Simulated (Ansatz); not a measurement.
Input file:

```
crystal:
  periodic: [false, false, false]
  atoms:
    - {symbol: F, position_ang: [-1.382343, 1.382842, -2.892812]}
    - {symbol: F, position_ang: [0.433447, -0.419557, -2.400498]}
    - {symbol: Si, position_ang: [-0.150163, 1.012178, -1.900609]}
    - {symbol: Si, position_ang: [-1.019420, 0.722442, 0.251842]}
    - {symbol: Si, position_ang: [-2.644133, -0.976354, 0.169771]}
    - {symbol: H, position_ang: [0.913536, 2.027796, -2.105773]}
    - {symbol: H, position_ang: [0.094579, 0.352544, 1.175443]}
    - {symbol: H, position_ang: [-1.616694, 2.013099, 0.708063]}
    - {symbol: H, position_ang: [-3.718098, -0.577140, -0.784175]}
    - {symbol: H, position_ang: [-2.006247, -2.237968, -0.303666]}
    - {symbol: H, position_ang: [-3.237457, -1.197137, 1.520546]}
basis:
  gaussian:
    orbitals: def2-SVPD
hamiltonian:
  xc: pbe0
output: {forces: true, orbitals: {seedname: orbitals}}
```

Launched as:

```sh
ansatz run input.yaml --threads 2 --pin off --max-ram 4350MiB --events-out events.jsonl --progress --plain --runs-dir runs
```

Geometry: B3LYP-D3(BJ)/def2-SVP.

Level of theory: Ansatz 0.2.0, isolated molecule in a Gaussian basis; Kohn-Sham density functional theory, functional PBE0.

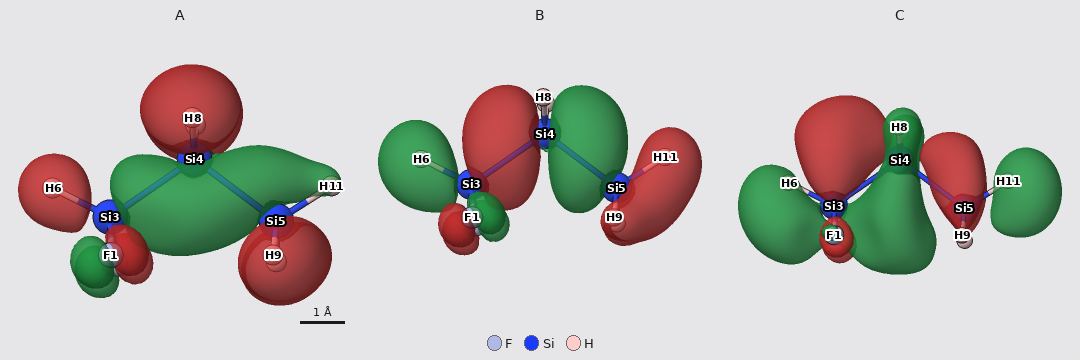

F2H6Si3 (SMILES F[SiH](F)[SiH2][SiH3]). Three frontier orbitals at ±0.06 Å⁻³ᐟ² (green and red are the two phases), in no order.

**Which picture is the HOMO−1, the HOMO and the LUMO?**

A is the HOMO−1 (−9.08 eV). It lies mainly on Si4 (about 35 %), Si5 (about 20 %), Si3 (about 10 %), H7 (about 10 %) and H8 (about 10 %). B is the HOMO (−8.33 eV). It lies mainly on Si4 (about 35 %), Si5 (about 20 %), Si3 (about 20 %) and H6 (about 10 %). C is the LUMO (−0.75 eV). Its weight (Hirshfeld) is mainly on Si3 (about 30 %), Si4 (about 25 %), Si5 (about 20 %), H11 (about 5 %) and H6 (about 5 %).

**What is the HOMO–LUMO gap?**

7.58 eV between the orbital energies.
